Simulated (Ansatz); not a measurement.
# U-wB97M-V/STO-3G run of CClF (SMILES F[C]Cl)

Aim: the vertical triplet–singlet gap of CClF at U-wB97M-V/STO-3G, from 2 runs. 

The calculation is run with Ansatz 0.2.0.

55 further runs of the same task are left out: 10 that didn't finish, 45 set aside as unsound or not needed.

**1. The structure to begin with**

The species is CClF (3 atoms), meant as a triplet with charge 0. As SMILES, `F[C]Cl`. Geometry: relaxed at GFN2-xTB.

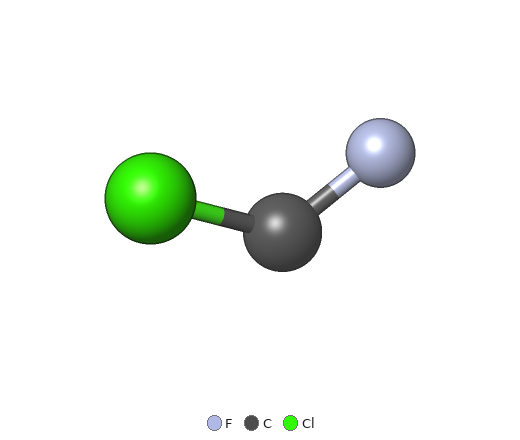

The structure, seen from a chosen angle (fluorine light blue, carbon dark grey, chlorine green).

**2. The energy at U-wB97M-V/STO-3G**

Input file job.yaml:

```yaml
crystal:
  periodic: [false, false, false]
  atoms:
    - {symbol: F, position_ang: [-0.998630, 0.639490, -0.473520]}
    - {symbol: C, position_ang: [-0.216580, -0.392190, -0.160770]}
    - {symbol: Cl, position_ang: [1.215200, -0.247300, 0.634290]}
basis:
  gaussian: {orbitals: STO-3G}
accuracy: high
hamiltonian: {xc: {name: wB97M-V}}
magnetization: {spin_polarized: true, initial_magnetization: 2}
```

Run with:

```console
ansatz run job.yaml --threads 1 --pin off --max-ram 2610MiB --events-out events.jsonl --progress --plain --runs-dir runs
```

The log of the run:

```text
Warning: RAYON_NUM_THREADS=1 ignored (pool sized by the plan → 1); use --threads N
Functional definition: wB97M-V
  name "wB97M-V"
  parameter omega = 0.3/bohr
  parameter cx = 0.15
  parameter cx01 = 1.007
  parameter cx10 = 0.259
  parameter css00 = 0.443
  parameter css04 = -1.437
  parameter css10 = -4.535
  parameter css20 = -3.390
  parameter css43 = 4.278
  parameter cos00 = 1.000
  parameter cos10 = 1.358
  parameter cos20 = 2.924
  parameter cos21 = -8.812
  parameter cos60 = -1.390
  parameter cos61 = 9.142
  parameter b = 6.0
  parameter c = 0.01
  gx(w, u) = 1 - cx + cx01*u + cx10*w
  gss(w, u) = css00 + css04*u^4 + css10*w + css20*w^2 + css43*w^4*u^3
  gos(w, u) = cos00 + cos10*w + (cos20 + cos21*u)*w^2 + (cos60 + cos61*u)*w^6
  exchange = spin_sum(e_x_unif_sr(omega)*gx(b97_w, b97_u_x)) + cx*exact_x_sr(omega) + exact_x_lr(omega)
  correlation = spin_sum(e_c_pw_mod_same_spin*gss(b97_w, b97_u_same))
      + integral(e_c_pw_mod_opposite_spin*gos(b97_w_opposite, b97_u_opposite)) + vv10(b, c)
326 factors; integrals over basis functions are off by at most 4.3e-8 eV
123 factors; integrals over basis functions are off by at most 8.5e-10 eV
mean field evaluation 1: about -16083.9926 eV, gradient 8.7e0 eV
mean field evaluation 2: about -16084.6336 eV, gradient 3.5e0 eV
mean field evaluation 4: about -16084.7627 eV, gradient 5.4e-1 eV
mean field evaluation 8: about -16084.7678 eV, gradient 8.6e-3 eV
mean field evaluation 16: about -16084.7678 eV, gradient 3.3e-6 eV
mean field -16084.76777649 eV, -591.1043131390 hartree, gradient 2.6e-8 eV, S^2 2.002155; 0 other end points of the search recorded, 0 dependent functions left out
reference -16084.76777780 eV, -591.1043131869 hartree; 17, 15 occupied and 2, 4 virtual orbitals, 326 factors
Total energy: -16084.76777780 eV, -591.1043131869 hartree
```

It took 9 s on 1 thread of Intel Xeon Platinum 8488C (Sapphire Rapids), shared host; peak memory 0.43 GiB.

**3. The singlet**

Input file run.yaml:

```yaml
crystal:
  periodic: [false, false, false]
  atoms:
    - {symbol: F, position_ang: [-0.998630, 0.639490, -0.473520]}
    - {symbol: C, position_ang: [-0.216580, -0.392190, -0.160770]}
    - {symbol: Cl, position_ang: [1.215200, -0.247300, 0.634290]}
basis:
  gaussian:
    orbitals: STO-3G
hamiltonian:
  xc: {name: wB97M-V}
accuracy: high
```

Run with:

```console
ansatz run run.yaml --threads 1 --pin off --max-ram 2610MiB --events-out events.jsonl --progress --plain --runs-dir runs
```

The log of the run (excerpt; [...] marks lines left out):

```text
Warning: RAYON_NUM_THREADS=1 ignored (pool sized by the plan → 1); use --threads N
[... 2 set-up lines as earlier in the session ...]
[...]
  gx(w, u) = 1 - cx + cx01*u + cx10*w
  gss(w, u) = css00 + css04*u^4 + css10*w + css20*w^2 + css43*w^4*u^3
  gos(w, u) = cos00 + cos10*w + (cos20 + cos21*u)*w^2 + (cos60 + cos61*u)*w^6
[...]
      + integral(e_c_pw_mod_opposite_spin*gos(b97_w_opposite, b97_u_opposite)) + vv10(b, c)
326 factors; integrals over basis functions are off by at most 4.3e-8 eV
123 factors; integrals over basis functions are off by at most 8.5e-10 eV
[...]
mean field -16085.60979028 eV, -591.1352565747 hartree, gradient 3.9e-8 eV, S^2 0.000000; 0 other end points of the search recorded, 0 dependent functions left out
reference -16085.60979158 eV, -591.1352566228 hartree; 16, 16 occupied and 3, 3 virtual orbitals, 326 factors
Total energy: -16085.60979158 eV, -591.1352566228 hartree
```

It took 6 s on 1 thread of Intel Xeon Platinum 8488C (Sapphire Rapids), shared host; peak memory 0.26 GiB.

**4. What came out**

Level: U-wB97M-V/STO-3G.

| quantity | value |
| --- | --- |
| triplet: total energy | -591.10431 Eh |
| triplet: ⟨S²⟩ | 2.002 |
| singlet: total energy | -591.13526 Eh |
| vertical energy of the singlet above the triplet | -0.842 eV |

In words: At this shape the singlet lies 0.84 eV (19.4 kcal/mol) below the triplet. In a minimal basis such a difference can be off by several eV, whatever the method.
